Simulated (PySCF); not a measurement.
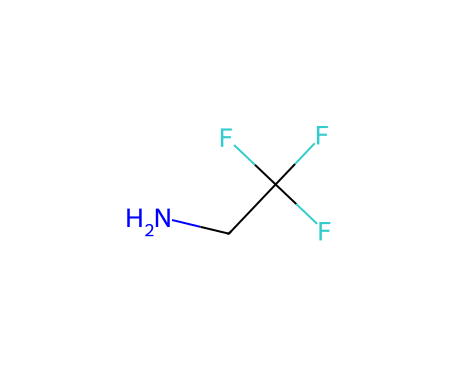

2D structure.

Give its SMILES.

NCC(F)(F)F

What is the molecular formula?

C2H4F3N.

An optimisation with PBE0-D3(BJ)/def2-SVP gave a structure of which point group?

C1.

The parts below concern this one geometry. Atoms keep their numbers from picture to picture. The computed structure is the end point of a PBE0-D3(BJ)/def2-SVP optimisation. No frequency run is at hand to confirm it as a minimum.

### Shape

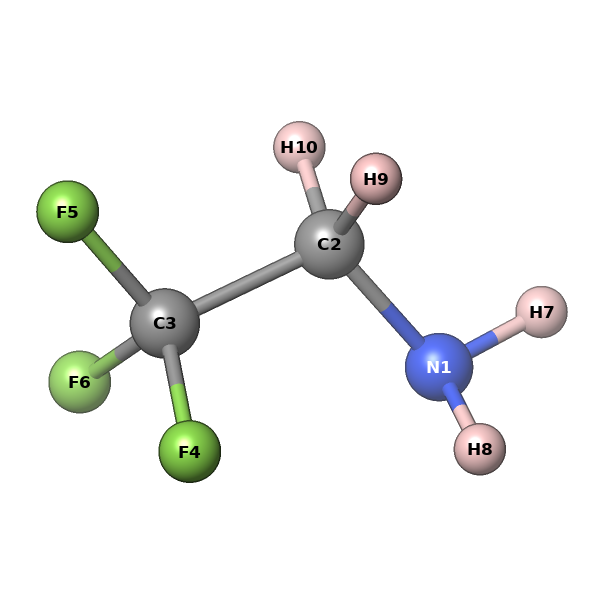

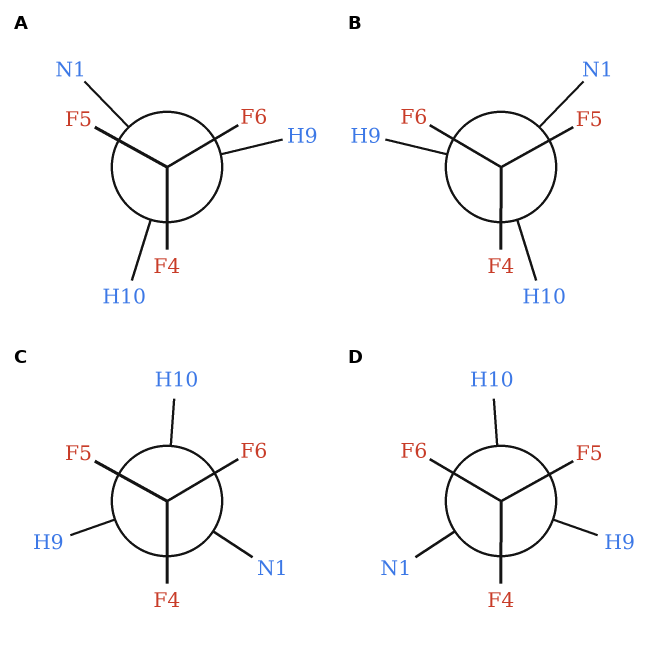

Distant atoms are faded towards the background colour. Bonds that would overlap in a projection are set slightly apart. No frequency run is at hand to confirm it as a minimum.

Which Newman projection shows the view along C3–C2, with C3 in front?

D. The torsion angle F4–C3–C2–N1 is 57°, synclinal (gauche).

### Quadrupole coupling

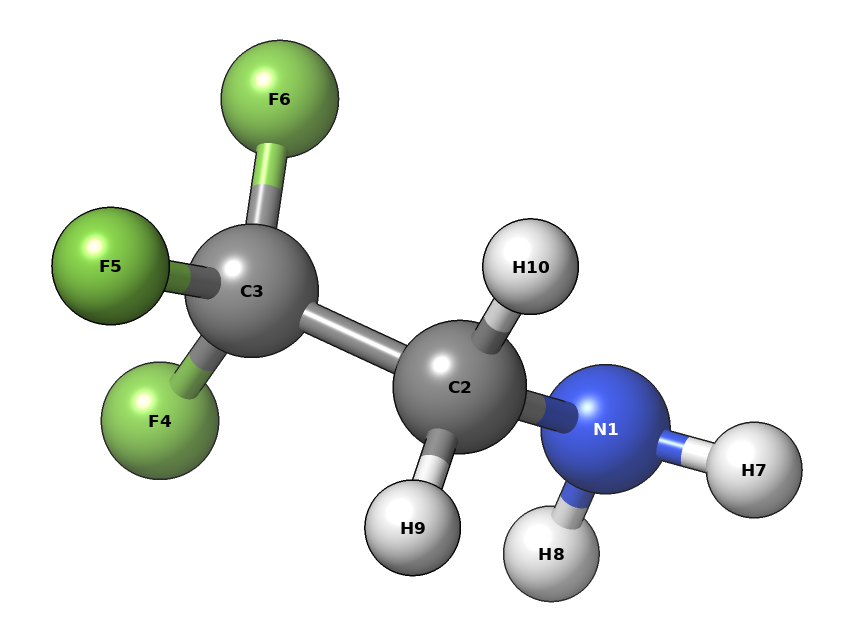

No frequency run is at hand to confirm it as a minimum. Electric field gradients from the ground-state density, B3LYP/6-31G* (PySCF 2.14.0), non-relativistic apart from any core potentials.

Give the largest field-gradient component, the quadrupole coupling constant and the asymmetry for 14N at N1 (Q = 20.44 mb), 2H at H7 (Q = 2.86 mb), 2H at H8 (Q = 2.86 mb).

```
atom  V_zz (a.u.)  e²qQ/h (MHz)     η
  N1       −1.085         −5.21  0.17
  H7        0.383         0.257  0.16
  H8        0.375         0.252  0.17
```

### Spin–spin coupling

No frequency run is at hand to confirm it as a minimum. Method: B3LYP/cc-pVTZ indirect spin-spin coupling, non-relativistic, gas phase (PySCF 2.14.0). Isotopes: 13C, 19F, 1H, 15N.

Give the spin–spin coupling constants of these pairs, with the number of bonds between them: N1/C2, C2/F6, F4/F6, N1/F5, F6/H9, F6/H10.

| pair | bonds apart | J (Hz) |
| --- | --- | --- |
| N1, C2 | 1 | −2.8 |
| C2, F6 | 2 | 28.2 |
| F4, F6 | 2 | 43.7 |
| N1, F5 | 3 | −2.4 |
| F6, H9 | 3 | 17.1 |
| F6, H10 | 3 | 1.7 |

Density functionals are unreliable for couplings to fluorine, so those rows may be far off.

### Dipole moment

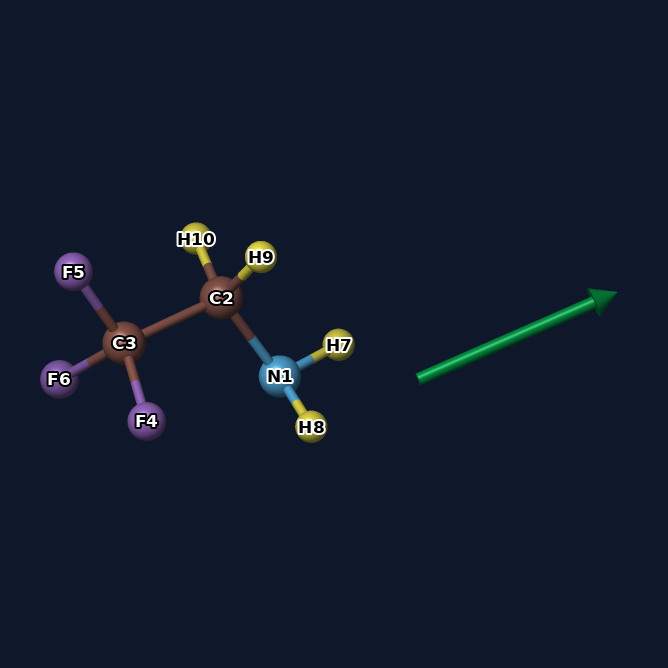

The arrow beside the molecule shows the direction of the dipole moment, from the negative to the positive end (its length means nothing). No frequency run is at hand to confirm it as a minimum. Level of theory: B3LYP/cc-pVTZ, gas phase (PySCF 2.14.0).

Estimate the dipole moment.

2.95 D; it points from the side of F6 to the side of H7 (the outermost atoms at the two ends).
